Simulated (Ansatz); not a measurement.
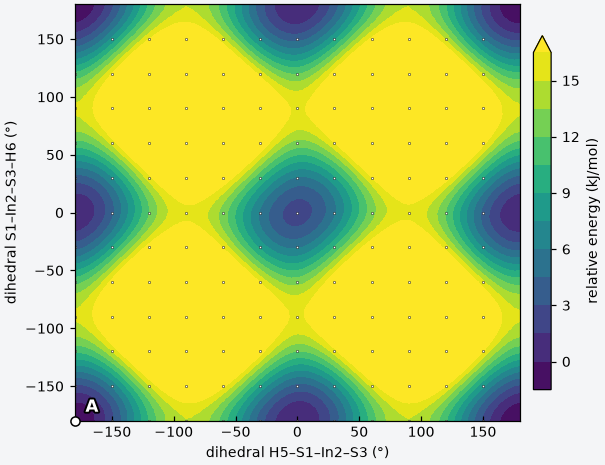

FH2InS2, SMILES [F][In]([SH])[SH]. 
- The first coordinate is: dihedral H5–S1–In2–S3; the second: dihedral S1–In2–S3–H6.
- Nothing is relaxed (all other coordinates rigid).
- The scan uses a 12 × 12 grid; 122 points were computed and 22 follow by symmetry.
- Energies: kJ/mol, counted from the relaxed molecule at the same level.
- These are results of RKS B3LYP-D4/def2-TZVP in Ansatz, not measurements.

In the figure: filled contours, dots at the grid points, one colour for all values above the top of the scale, the well A. Between grid points the surface is interpolated.

Where is the minimum, and how stiff is the well along each coordinate? Take the well at A.

The interpolated minimum is at dihedral H5–S1–In2–S3 ≈ −180°, dihedral S1–In2–S3–H6 ≈ −180°. The curvatures there are about 0.34 eV/rad² and 0.34 eV/rad², with a cross term of about −0.043 eV/rad². Round the minimum the two coordinates are weakly coupled (coupling −0.13 in units of the two stiffnesses). (1 eV is 96.5 kJ/mol.)
